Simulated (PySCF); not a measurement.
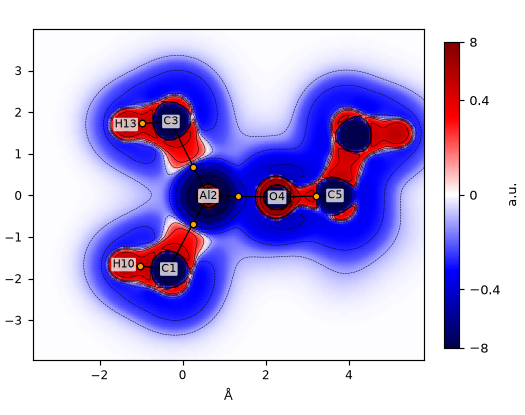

Figure 1: C$_{5}$H$_{13}$AlO, SMILES `C[Al](C)OC(C)C`. Negative Laplacian of the density (−∇²ρ) in the plane of C1, Al2, C3, O4, C5, H10 and H13 (red positive, blue negative, colour scale in a.u., logarithmic beyond ±0.04), with bond paths and bond critical points (dots).

Level of theory: B3LYP/6-31+G* (PySCF), at a geometry from GFN2-xTB. No frequency check shows the geometry to be a minimum.

Input

```python
import numpy as np
from pyscf import gto, scf, dft
from pyscf.scf import atom_ks, atom_hf
from scipy.linalg import block_diag

def solve(mol, dm0=None, hcore=None):
    mf = (dft.UKS if mol.spin else dft.RKS)(mol, xc='b3lyp')
    mf.grids.level = 3
    mf = mf.density_fit(auxbasis='def2-universal-jkfit')
    mf.conv_tol, mf.max_cycle = 1e-8, 80
    if hcore is not None:
        mf.get_hcore = lambda *args: hcore
    mf.kernel(dm0)
    if not mf.converged:
        mf = mf.newton().run(mf.mo_coeff, mf.mo_occ, max_cycle=30)
    assert mf.converged, 'SCF not converged'
    return mf

mol = gto.M(atom='''
C     -2.37543     1.65551     0.12722
Al    -1.28702    -0.02046     0.03481
C     -2.02651    -1.84635    -0.31830
O      0.33835     0.12236     0.28720
C      1.72689     0.18056     0.40020
C      2.29005     1.18260    -0.60624
C      2.32748    -1.20758     0.18423
H     -2.03915     2.39387    -0.60620
H     -2.28781     2.13688     1.10545
H     -3.43704     1.47999    -0.05293
H     -1.82878    -2.52805     0.51384
H     -1.56643    -2.30193    -1.19992
H     -3.10505    -1.84232    -0.48207
H      1.97162     0.52116     1.41809
H      3.36798     1.26698    -0.49592
H      1.83701     2.15809    -0.44688
H      2.05746     0.85367    -1.61693
H      3.40713    -1.17848     0.30671
H      2.08790    -1.55508    -0.81834
H      1.90468    -1.90615     0.90230
''', basis='6-31+g*', charge=0, spin=0, verbose=4)
mf = solve(mol)
mf.analyze()
# spherically averaged free atoms, for the promolecule
atm = atom_ks.get_atm_nrks(mol, xc='b3lyp')
pro = block_diag(*[(atm[a[0]][2] * atm[a[0]][3]) @ atm[a[0]][2].T for a in mol._atom])
np.savez('result.npz', e=mf.e_tot, c=mf.mo_coeff, occ=mf.mo_occ, eps=mf.mo_energy, pro=pro, dip=mf.dip_moment(verbose=0), s2=mf.spin_square()[0])
```

Run with:

```sh
OMP_NUM_THREADS=1 python input.py
```

The run took 30 s on 1 thread of Intel(R) Xeon(R) Platinum 8259CL CPU @ 2.50GHz (Skylake/Cascade Lake), with other jobs on the host, peak memory 0.65 GiB.

Partitions, critical points and surface values were worked out afterwards from this run's density.

Q: Sort the bonds in the plane by the sign of ∇²ρ at their critical points.

A: Concentrated (∇²ρ < 0): C3–H13 (−0.85 a.u.); C1–H10 (−0.85 a.u.); O4–C5 (−0.25 a.u.). Depleted (∇²ρ > 0): Al2–O4 (+1.07 a.u., H = +0.019); C1–Al2 (+0.29 a.u., H = −0.018); Al2–C3 (+0.29 a.u., H = −0.018).

Q: Where along O4–C5 does the critical point lie?

A: 0.93 Å from O4 and 0.46 Å from C5.
